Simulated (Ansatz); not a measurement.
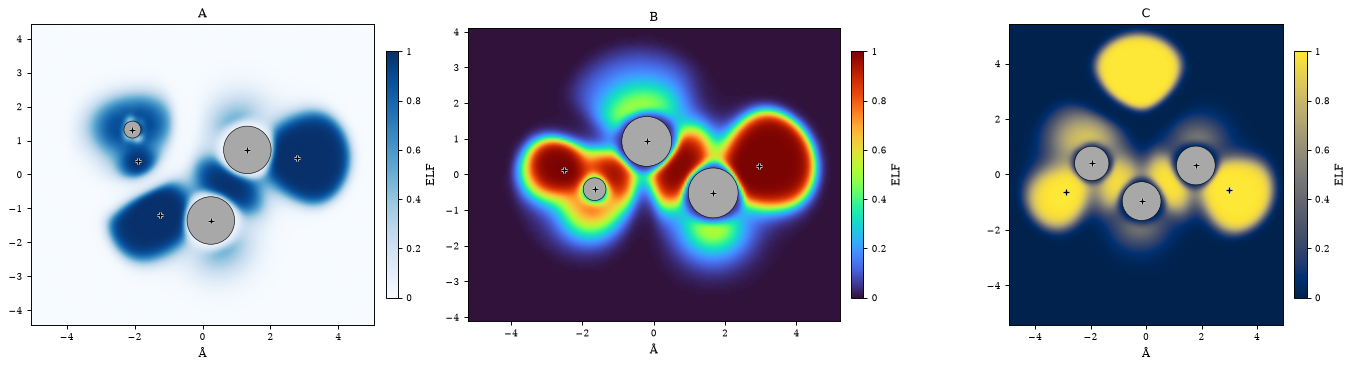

The electron localisation function of 3 systems, each on a plane through atoms (crosses mark nuclei in the plane; grey discs cover the cores).

Level of theory: RKS PBE0-D4/def2-TZVPP in Ansatz 0.2.0.

System 1: H6Si2···HF, the plane of atoms Si1, Si2 and H8. The reactant side of a reaction path; geometry: PBE0-D4/def2-TZVP.

```xyz
10

Si   -1.1609    0.2417   -0.6852
Si    0.6823   -1.0608   -0.0615
H    -1.9698   -0.5487   -1.6519
H    -1.9911    0.5563    0.5042
H    -0.7050    1.4939   -1.3386
H     1.0959    1.2702    1.4014
F     0.6916    2.0923    1.5417
H     1.5647   -0.3360    0.9101
H     0.2585   -2.3153    0.6125
H     1.5339   -1.3936   -1.2328
```

System 2: H7PSi2···H2, the plane of atoms Si1, Si5 and H9. The product side of a reaction path; geometry: PBE0-D4/def2-TZVP.

```xyz
12

Si   -1.3033    0.0670   -0.5483
H     2.9654    0.2423    0.8606
H    -1.5036   -0.4861   -1.9168
H    -2.6416    0.3848    0.0220
Si   -0.2502   -1.5233    0.8051
H     2.7602    0.9481    0.9914
P    -0.1068    1.9839   -0.5345
H    -0.0515   -0.9786    2.1746
H    -1.0795   -2.7559    0.8915
H     1.0770   -1.8835    0.2375
H    -0.7993    2.5488   -1.6393
H     0.9328    1.4527   -1.3437
```

System 3: H7NOSi2, the plane of atoms Si1, N2 and H4. The product side of a reaction path; geometry: PBE0-D4/def2-TZVP.

```xyz
11

Si   -0.7583    0.3199   -0.6505
N     0.6580    1.4745    0.1165
O    -0.6263    0.5669   -2.1605
H     0.4871    2.3976   -0.2762
H    -1.8605    0.9215    0.1768
Si   -0.1491   -1.7475    0.3084
H     1.5537    1.1581   -0.2452
H     0.7087    1.5439    1.1294
H     1.2001   -2.1733   -0.1628
H    -1.1306   -2.8098   -0.0357
H    -0.0829   -1.6517    1.7998
```

### Which map belongs to which system?

Panel A is system 1, H6Si2···HF: the plane holds Si, H and F. H6···H8 (1.74 Å): the ELF dips to about 0.10 between them. Panel B is system 3, H7NOSi2: the plane holds Si, N and H. Si–N (1.98 Å): the ELF peaks at about 0.95 between the atoms; a shared but strongly polarised pair. Panel C is system 2, H7PSi2···H2: the plane holds Si, P and H. Si–P (2.26 Å): the ELF peaks at about 0.95 between the atoms; localised, covalent bonding.
